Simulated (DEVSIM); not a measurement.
Structure: Schottky contact on p-type Si, at 300 K.

```tsv
layer (left to right)	material	thickness (μm)	Na (cm⁻³)	τn (s)	τp (s)
1	Si	6.80	1.9e16	0.00017	0.00017
2	Si	6.40	1.2e18	0.00017	0.00017
```

Left contact: Schottky, work function 4.644 eV, emission velocity 7.8e6 cm/s. Right contact: ohmic. Voltage is applied to the left contact. Recombination: SRH at mid-gap, Auger. Mobility is μmin + (μ − μmin)/(1 + (N/Nref)^α).

The device is made up for the run: typed textbook-type constants, with dimensions and the other settings drawn at random. Values at 300 K.

```tsv
parameter	Si
gap (eV)	1.124
affinity (eV)	4.05
permittivity	11.7
Nc (cm⁻³)	2.86e19
Nv (cm⁻³)	3.1e19
μn (cm²/Vs)	1417
μp (cm²/Vs)	470
μn,min	52
μp,min	45
Nref,n	9.7e16
Nref,p	2.2e17
αn	0.68
αp	0.72
Cn (cm⁶/s)	2.8e-31
Cp (cm⁶/s)	9.9e-32
```

Model (solved in DEVSIM): 1D drift-diffusion, Boltzmann statistics, complete ionisation; no tunnelling, impact ionisation, image-force lowering or self-heating. Metal contacts follow the ideal Schottky-Mott rule: no Fermi-level pinning, no interface dipoles.

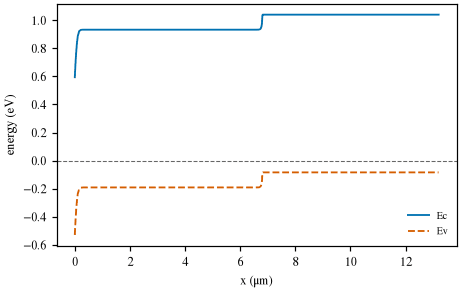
Figure: Band edges at zero bias

Energies count from the Fermi level of the right contact; mesh points crowd at the junctions.

```csv
x (μm),Ec (eV),Ev (eV),n (cm⁻³),p (cm⁻³),field (V/cm)
0.000,0.594,-0.530,3.0e9,3.9e10,43000
0.03245,0.718,-0.406,2.5e7,4.6e12,33000
0.1085,0.887,-0.236,35000,3.3e15,12000
0.2993,0.933,-0.191,6100,1.9e16,34
0.9821,0.933,-0.191,6100,1.9e16,≈ 0
2.333,0.933,-0.191,6100,1.9e16,≈ 0
4.632,0.933,-0.191,6100,1.9e16,≈ 0
6.147,0.933,-0.191,6100,1.9e16,≈ 0
6.535,0.933,-0.191,6100,1.9e16,≈ 0
6.701,0.935,-0.189,5700,2.0e16,600
6.771,0.954,-0.170,2600,4.4e16,8500
6.811,1.038,-0.086,100,1.1e18,4200
6.857,1.040,-0.084,< 1e2,1.2e18,≈ 0
6.967,1.040,-0.084,< 1e2,1.2e18,≈ 0
7.369,1.040,-0.084,< 1e2,1.2e18,≈ 0
8.223,1.040,-0.084,< 1e2,1.2e18,≈ 0
10.13,1.040,-0.084,< 1e2,1.2e18,≈ 0
11.90,1.040,-0.084,< 1e2,1.2e18,≈ 0
12.80,1.040,-0.084,< 1e2,1.2e18,≈ 0
13.04,1.040,-0.084,< 1e2,1.2e18,≈ 0
13.15,1.040,-0.084,< 1e2,1.2e18,≈ 0
13.20,1.040,-0.084,< 1e2,1.2e18,≈ 0
```
